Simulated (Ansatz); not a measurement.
# Si2NH5F (SMILES F[SiH2]N[SiH2]) at UCCSD(T)/6-31G(d) (spherical functions)

What is the electronic atomisation energy of Si2NH5F at UCCSD(T)/6-31G* (spherical functions)? 

Program for the calculation: Ansatz 0.2.0.

74 further runs of the same task are left out: 74 set aside as unsound or not needed.

## (1) Starting point

The species is Si2NH5F (9 atoms), meant as a doublet with charge 0. SMILES: `F[SiH2]N[SiH2]`. The shape is that of a PBE0-D4/def2-TZVP optimisation. This is one conformer, not always the lowest.

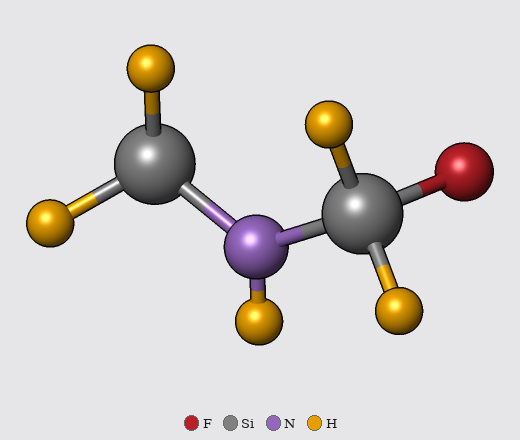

The structure, seen from a chosen angle (fluorine red, silicon grey, nitrogen purple, hydrogen amber).

## (2) A single-point energy at UCCSD(T)/6-31G(d) (spherical functions)

Contents of molecule.yaml:

```yaml
crystal:
  periodic: [false, false, false]
  atoms:
    - {symbol: F, position_ang: [-1.778200, 1.208900, -1.181800]}
    - {symbol: Si, position_ang: [-0.288000, 1.123600, -0.604900]}
    - {symbol: "N", position_ang: [0.241500, -0.491400, -0.403000]}
    - {symbol: Si, position_ang: [0.023600, -1.533600, 0.967900]}
    - {symbol: H, position_ang: [0.576300, 1.799100, -1.598800]}
    - {symbol: H, position_ang: [-0.302800, 1.779800, 0.718800]}
    - {symbol: H, position_ang: [0.600400, -0.942200, -1.234500]}
    - {symbol: H, position_ang: [-0.246300, -0.650000, 2.136200]}
    - {symbol: H, position_ang: [1.261800, -2.340700, 1.182700]}
basis:
  gaussian:
    orbitals: 6-31G_st_-spherical.json
magnetization:
  spin_polarized: true
  initial_magnetization: 1
scf:
  omitted_lower_state_checks: [cluster_reference, increment]
correlation:
  method: ccsd_t
  frozen_orbitals: {F: 1, H: 0, "N": 1, Si: 5}
accuracy: high
```

The basis set 6-31G* is read from a file made from the Basis Set Exchange's data (not shown).

On the command line:

```bash
$ ansatz run molecule.yaml --threads 1 --pin off --max-ram 3480MiB --events-out events.jsonl --progress --plain --runs-dir runs
```

Output (excerpt; [...] marks lines left out):

```text
Warning: RAYON_NUM_THREADS=1 ignored (pool sized by the plan → 1); use --threads N
Functional definition: HF
  name "HF"
[...]
1686 factors; integrals over basis functions are off by at most 3.6e-9 eV
[...]
mean field -19992.13061295 eV, -734.6972488732 hartree, gradient 3.4e-8 eV, S^2 0.753254; 0 other end points of the search recorded, 0 dependent functions left out
12 core orbitals not correlated: weight in the atoms' cores, before any rotation towards them, 1.000 or more for the frozen orbitals, at most 0.000 for the correlated occupied ones
reference -19992.13061295 eV, -734.6972488732 hartree; 13, 12 occupied and 49, 50 virtual orbitals, 1686 factors
second order -12.98667603 eV of doubles, -0.00000000 eV of singles
cycle   1  -13.46962315 eV  change   -4.8e-1 eV  update   9.4e-2
[...]
cycle  22  -13.97775223 eV  change  -9.1e-10 eV  update   2.8e-9
perturbative correction -0.30724184 eV, -0.0112909295 hartree
Total energy: -20006.41560703 eV, -735.2222127227 hartree
Checks for a lower state left out: cluster_reference, increment
```

Run time: 34 s. Hardware: 1 thread of Arm Neoverse V2, shared host; peak memory 0.56 GiB.

## (3) The F atom, same level

Contents of job.yaml:

```yaml
crystal:
  periodic: [false, false, false]
  atoms:
    - {symbol: F, position_ang: [0.000000, 0.000000, 0.000000]}
basis:
  gaussian: {orbitals: 6-31G_st_-spherical.json}
magnetization: {spin_polarized: true, initial_magnetization: 1}
correlation: {method: ccsd_t, frozen_orbitals: {F: 1}}
accuracy: high
scf: {omitted_lower_state_checks: [cluster_reference, increment]}
```

The basis set 6-31G* is read from a file made from the Basis Set Exchange's data (not shown).

On the command line:

```bash
$ ansatz run job.yaml --threads 1 --pin off --max-ram 3480MiB --events-out events.jsonl --progress --plain --runs-dir runs
```

Output (excerpt; [...] marks lines left out):

```text
Warning: RAYON_NUM_THREADS=1 ignored (pool sized by the plan → 1); use --threads N
[... 2 set-up lines as earlier in the session ...]
[...]
93 factors; integrals over basis functions are off by at most 1.9e-9 eV
[...]
mean field -2703.81618324 eV, -99.3634120218 hartree, gradient 2.4e-8 eV, S^2 0.752626; 3 other end points of the search recorded, 0 dependent functions left out
1 core orbitals not correlated: weight in the atoms' cores, before any rotation towards them, 1.000 or more for the frozen orbitals, at most 0.000 for the correlated occupied ones
reference -2703.81618324 eV, -99.3634120218 hartree; 4, 3 occupied and 9, 10 virtual orbitals, 93 factors
second order -3.31757323 eV of doubles, -0.00000000 eV of singles
cycle   1  -3.52644909 eV  change   -2.1e-1 eV  update   2.5e-2
[...]
cycle  14  -3.59901555 eV  change   1.9e-10 eV  update  8.3e-11
perturbative correction -0.03237207 eV, -0.0011896516 hartree
Total energy: -2707.44757086 eV, -99.4968630553 hartree
Checks for a lower state left out: cluster_reference, increment
```

Run time: 0.2 s. Hardware: 1 thread of Arm Neoverse V2, shared host.

## (4) The H atom: a single-point energy at UHF/6-31G(d) (spherical functions)

Contents of in.yaml:

```yaml
crystal:
  periodic: [false, false, false]
  atoms:
    - {symbol: H, position_ang: [0.000000, 0.000000, 0.000000]}
basis:
  gaussian:
    orbitals: "6-31G*"
magnetization:
  spin_polarized: true
  initial_magnetization: 1
hamiltonian:
  xc: hf
accuracy: high
```

Run the same way, it converges to -0.49823 Eh (log not shown).

## (5) The N atom

Contents of job.yaml:

```yaml
crystal:
  periodic: [false, false, false]
  atoms:
    - symbol: "N"
      position_ang: [0.000000, 0.000000, 0.000000]
basis:
  gaussian: {orbitals: 6-31G_st_-spherical.json}
magnetization: {spin_polarized: true, initial_magnetization: 3}
correlation: {method: ccsd_t, frozen_orbitals: {"N": 1}}
accuracy: high
scf: {omitted_lower_state_checks: [cluster_reference, increment]}
```

The basis set 6-31G* is read from a file made from the Basis Set Exchange's data (not shown).

Run the same way, it converges to -54.47214 Eh (log not shown).

## (6) The Si atom

Contents of job.yaml:

```yaml
crystal:
  periodic: [false, false, false]
  atoms:
    - {symbol: Si, position_ang: [0.000000, 0.000000, 0.000000]}
basis:
  gaussian: {orbitals: 6-31G_st_-spherical.json}
magnetization: {spin_polarized: true, initial_magnetization: 2}
correlation: {method: ccsd_t, frozen_orbitals: {Si: 5}}
accuracy: high
scf: {omitted_lower_state_checks: [cluster_reference, increment]}
```

The basis set 6-31G* is read from a file made from the Basis Set Exchange's data (not shown).

Run the same way, it converges to -288.88797 Eh (log not shown).

## (7) Results

Level: UCCSD(T)/6-31G* (spherical functions), 12 core orbitals frozen.

```
                                              quantity          value
                                molecule: total energy  -735.22221 Eh
molecule: correlation energy (12 core orbitals frozen)     -525.0 mEh
                              molecule: (T) correction     -11.29 mEh
           molecule: ⟨S²⟩ of the reference determinant          0.753
                               molecule: T1 diagnostic          0.014
                                  F atom: total energy   -99.49686 Eh
    F atom: correlation energy (1 core orbital frozen)     -133.5 mEh
                                F atom: (T) correction      -1.19 mEh
             F atom: ⟨S²⟩ of the reference determinant          0.753
                                 F atom: T1 diagnostic          0.005
                                  H atom: total energy    -0.49823 Eh
                                          H atom: ⟨S²⟩          0.750
                                  N atom: total energy   -54.47214 Eh
    N atom: correlation energy (1 core orbital frozen)      -87.1 mEh
                                N atom: (T) correction      -0.65 mEh
             N atom: ⟨S²⟩ of the reference determinant          3.755
                                 N atom: T1 diagnostic          0.004
                                 Si atom: total energy  -288.88797 Eh
  Si atom: correlation energy (5 core orbitals frozen)      -57.0 mEh
                               Si atom: (T) correction      -0.83 mEh
            Si atom: ⟨S²⟩ of the reference determinant          2.006
                                Si atom: T1 diagnostic          0.010
                         electronic atomisation energy      26.833 eV
```

In words: Taking the molecule apart into free atoms costs 26.83 eV (2589 kJ/mol), before zero-point energy and without spin-orbit coupling. The triples (molecule) make up 2.2 % of the correlation energy. The triples (F atom) make up 0.9 % of the correlation energy. The triples (N atom) make up 0.7 % of the correlation energy. The triples (Si atom) make up 1.4 % of the correlation energy.
